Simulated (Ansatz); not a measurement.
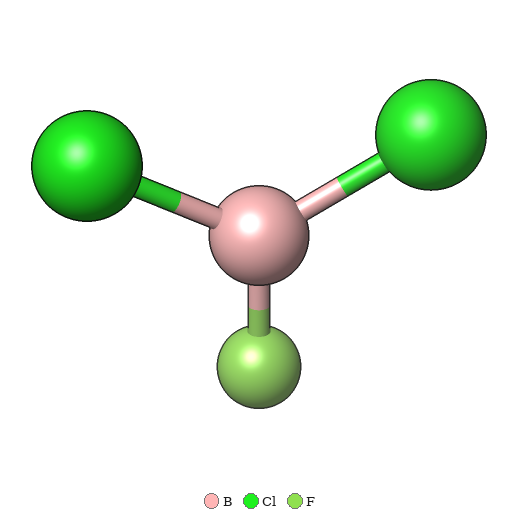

The picture shows a molecular structure as a ball-and-stick model. Every bond is drawn as one stick, whatever its order.

The computed structure is the end point of a PBE0-D4/def2-TZVP optimisation.

Identify the structure.

The molecule is BCl₂F. This geometry has C2v symmetry. All atoms lie on one plane. Coordination: 1 B trigonal planar.

The parts below concern this one geometry. Atoms keep their numbers from picture to picture.

**Charges**

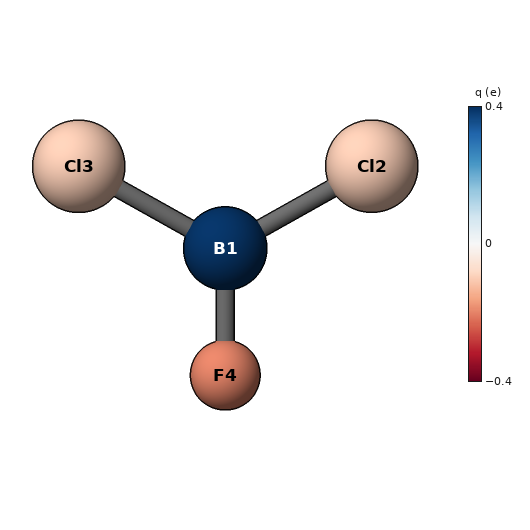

Atoms are coloured by their Mulliken charges. Method: RKS PBE0-D4/def2-TZVP (Ansatz 0.2.0).

Give the Mulliken charges atom by atom.

```csv
atom,value (e)
B1,0.39
Cl2,−0.10
Cl3,−0.10
F4,−0.20
```

**Dipole moment**

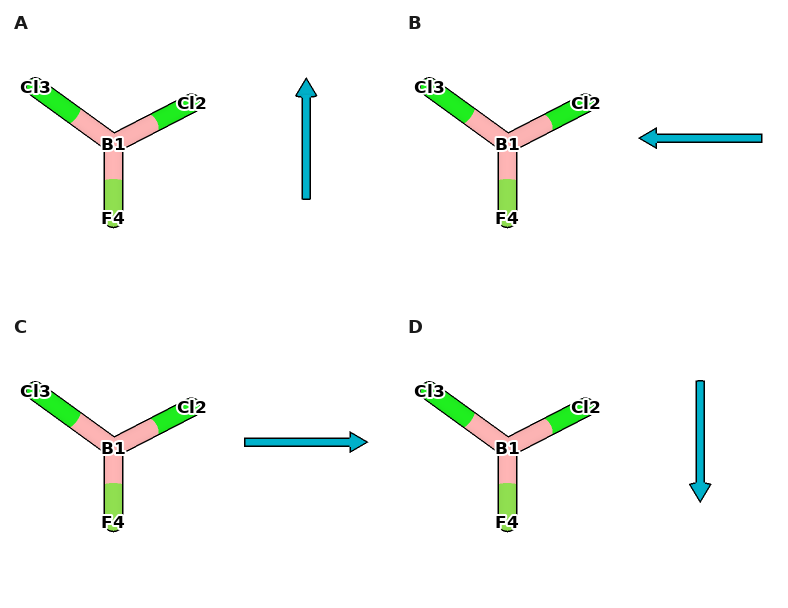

The same molecule four times, each with an arrow. Method: RKS PBE0-D4/def2-TZVP (Ansatz 0.2.0).

**Which arrow points along the dipole moment, from the negative to the positive end?**

A. The dipole moment is 0.30 D; it points from the side of F4 to the side of Cl2, Cl3 (the outermost atoms at the two ends).

**Vibrations**

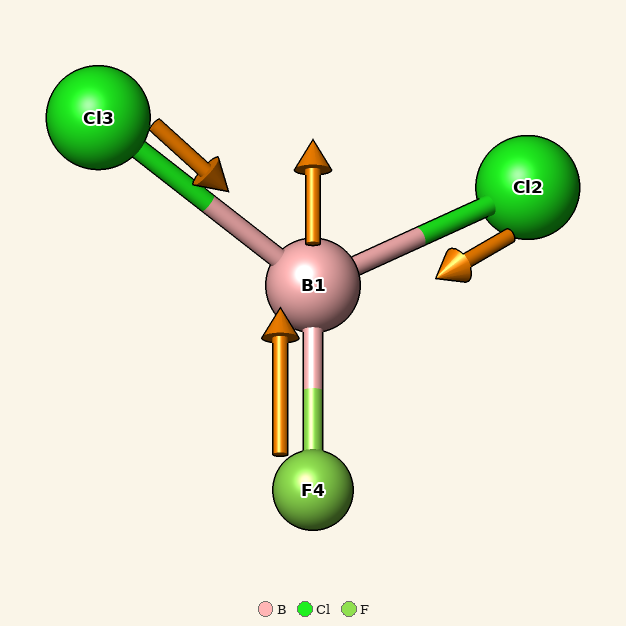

The arrows show one normal mode. Harmonic vibrations computed with RKS PBE0-D4/def2-TZVP (Ansatz 0.2.0) at a stationary point of the same level.

**Describe the motion.**

Mostly in-phase stretching of 2 B–Cl bonds.

**Estimate its harmonic wavenumber.**

565 cm⁻¹; it is mode 4 of 6 counted from the lowest.

Mulliken values depend strongly on the basis set and can even reverse the polarity of a bond.
